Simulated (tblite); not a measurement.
# Geometry relaxation, with input and output: C₆H₁₆OSSi (part 3 of 3)

C₆H₁₆OSSi, SMILES COC[SiH2]SC(C)(C)C; GFN2-xTB geometry optimisation, gas phase (tblite 0.8.0). It belongs to a series of runs on one base structure; here: H on S replaced by tBu.

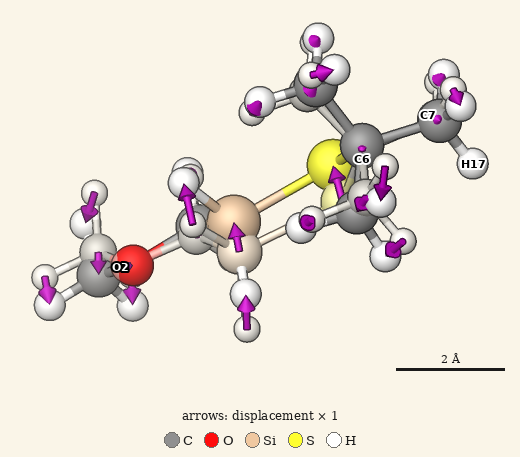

**Figure 1.** Start (faint) and end (solid) with the displacements as pink arrows, at true length (ball-and-stick view, seen at a tilt). The two geometries are laid on each other by the best rigid fit. After 168 geometry steps the energy has fallen by 53.5 kJ/mol. Largest force component: 1.6 eV/Å at the start, 0.007 eV/Å at the end. H16 moves most after the best rigid fit: 0.84 Å. By element the largest moves are H 0.84 Å, S 0.73 Å, Si 0.58 Å, C 0.45 Å, O 0.09 Å. Distances before and after: S5–C6 1.799 → 1.867 Å, C7–H18 1.131 → 1.087 Å, C1–O2 1.430 → 1.404 Å, O2–C3 1.390 → 1.412 Å. Among the angles that change: Si4–S5–C6 113.7° → 106.2°, O2–C3–Si4 111.6° → 105.0°, O2–C1–H11 105.1° → 111.0°. (Atoms are counted from 1 in the order of the input.)
